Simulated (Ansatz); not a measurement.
## Frozen-phonon scan for Mg (hcp, Mg type)

Relaxed Mg (hcp, Mg type):

```
CELL_PARAMETERS angstrom
      6.37233     0.00000     0.00000
     -1.59308     2.75930     0.00000
      0.00000     0.00000     5.22349
ATOMIC_POSITIONS crystal
  Mg 0.16667 0.66667 0.75000
  Mg 0.66667 0.66667 0.75000
  Mg 0.33333 0.33333 0.25000
  Mg 0.83333 0.33333 0.25000
```

The atoms are displaced by Q × the pattern below (from a DFPT mode at M = (0.5, 0.0, 0.0), largest move 1; Q in Å), at fixed cell. (q is in reciprocal vectors of the primitive cell; the cell shown is doubled to hold the pattern.)

```csv
atom,x,y,z
Mg1,0.000,0.000,1.000
Mg2,0.000,0.000,-1.000
Mg3,0.000,0.000,-1.000
Mg4,0.000,0.000,1.000
```

Computed with PBE (plane waves to 420 eV, PAW, scalar-relativistic; Ansatz, a first-principles code). k mesh 17×17×9 (Γ-centred), Fermi-Dirac smearing 0.05 eV. E stands for the smeared free energy. Compression counts positive. With partly filled bands, energies and forces of such displacements shift with the k mesh and the smearing. Mg was relaxed with its symmetry unable to fall. The PAW data are Ansatz's earlier set. ΔE is measured from the undisplaced structure.

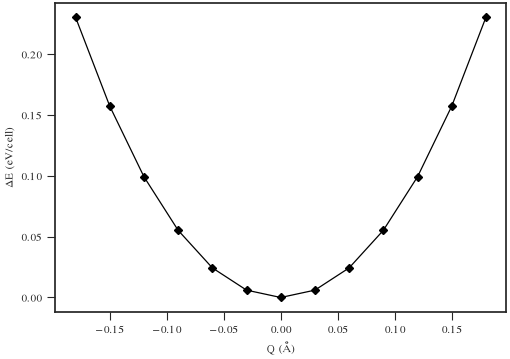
*ΔE (eV/cell) against Q (Å); markers are the computed points, lines only join them.*

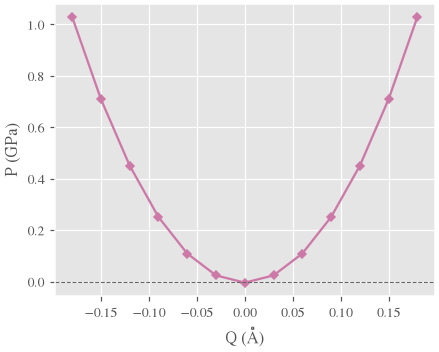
Fig. 1. P (GPa) against Q (Å); markers are the computed points, lines only join them.

The energy at Q = 0.180 Å comes out as 230 meV/cell. Symmetry of the curve: even: the same for both signs. Wavenumber by perturbation theory (DFPT, on another k mesh): 194 cm⁻¹. Shape of the curve: a single well with its minimum at or next to zero displacement. Harmonic wavenumber from the curvature (finite differences): 194 cm⁻¹.

E″ = 13.44 eV/Å², M = Σ mᵢ|uᵢ|² = 97.2 u, ν̃ = 521.5·√(|E″|/M).

(For displaced atoms, the force is minus the slope of the energy, and its curvature is a force constant, which sets phonon frequencies.)
